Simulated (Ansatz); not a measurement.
**BH3OSe: a rigid scan of the dihedral angle H4–B1–Se2–O3**

Aim: the energy along the dihedral angle H4–B1–Se2–O3, from CCSD(T) and from cheaper methods, relative to the minimum. No other atom is relaxed.

Method: single points in def2-TZVPP; program: Ansatz 0.2.0, Gaussian basis.

Levels: PBE-D4, r2SCAN-D4, PBE0-D4, B3LYP-D4, wB97M-V, Hartree-Fock, MP2, CCSD, CCSD(T). The scan takes -164.2, -138.5, -112.8, -87.0, -61.3, -35.6, -9.9°.

Correlated methods freeze the cores. Filled d shells of the heavier atoms are correlated. B3LYP uses VWN-RPA correlation.

37 further runs of the same task are left out: 37 set aside as unsound or not needed.

### 1 Where the work starts

The minimum, relaxed at PBE0-D4: 6 atoms, charge 0, spin multiplicity 1.

Atoms are counted from 1 here; the program's logs count them from 0.

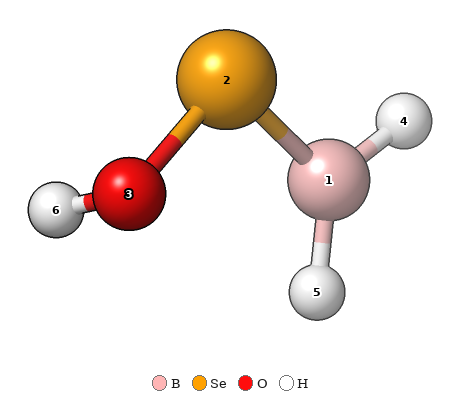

The starting geometry (boron pink, selenium orange, oxygen red, hydrogen white); atoms are numbered from 1 in the order of the file.

As a file:

```tsv
atom	x (Å)	y (Å)	z (Å)
B1	-0.92129	-0.05971	-0.60310
Se2	0.47852	-1.05231	0.15334
O3	1.23947	0.09732	1.31751
H4	-1.58372	-0.66977	-1.38665
H5	-1.10401	1.07744	-0.30606
H6	1.89103	0.60703	0.82496
```

Energies of the minimum (eV), from earlier single points: PBE-D4 -68109.53921, r2SCAN-D4 -68120.77158, PBE0-D4 -68111.68601, B3LYP-D4 -68123.93922, wB97M-V -68117.77353, CCSD(T) -68078.15303.

At the minimum the dihedral angle H4–B1–Se2–O3 is -177.9°.

### 2 H4–B1–Se2–O3 = -164.2°

ccsdt-tzvpp/in.yaml

```yaml
crystal:
  periodic: [false, false, false]
  atoms:
    - {symbol: B, position_ang: [-0.921287, -0.059714, -0.603099]}
    - {symbol: Se, position_ang: [0.478516, -1.052313, 0.153338]}
    - {symbol: O, position_ang: [0.971349, -0.074819, 1.587786]}
    - {symbol: H, position_ang: [-1.583723, -0.669769, -1.386647]}
    - {symbol: H, position_ang: [-1.104015, 1.077437, -0.306055]}
    - {symbol: H, position_ang: [1.617820, 0.569363, 1.281106]}
basis:
  gaussian: {orbitals: def2-TZVPP}
correlation: {method: ccsd_t}
```

No record of the launch command was kept for these runs.

After this run come: H4–B1–Se2–O3 = -138.5°; H4–B1–Se2–O3 = -112.8°; H4–B1–Se2–O3 = -87.0°; H4–B1–Se2–O3 = -61.3°; H4–B1–Se2–O3 = -35.6°; H4–B1–Se2–O3 = -9.9°.

Before running it: what results should come out? Wanted: highest point, CCSD(T); lowest point, CCSD(T); RMS deviation from CCSD(T); largest T1 diagnostic.

The runs gave:

| quantity | value |
| --- | --- |
| highest point, CCSD(T) | 141.9 kJ/mol at -87.0° |
| lowest point, CCSD(T) | 0.0 kJ/mol at -177.9° |
| RMS deviation from CCSD(T) | PBE-D4 5.0, r2SCAN-D4 4.8, PBE0-D4 1.8, B3LYP-D4 1.2, wB97M-V 0.8, Hartree-Fock 6.4, MP2 1.2, CCSD 1.7 kJ/mol |
| largest T1 diagnostic | 0.018 |

Over the points sampled the torsion costs at most 141.9 kJ/mol, enough to slow or lock the rotation at room temperature. A rigid scan overstates barriers, since nothing else may give way. wB97M-V follows the CCSD(T) curve best and Hartree-Fock worst.
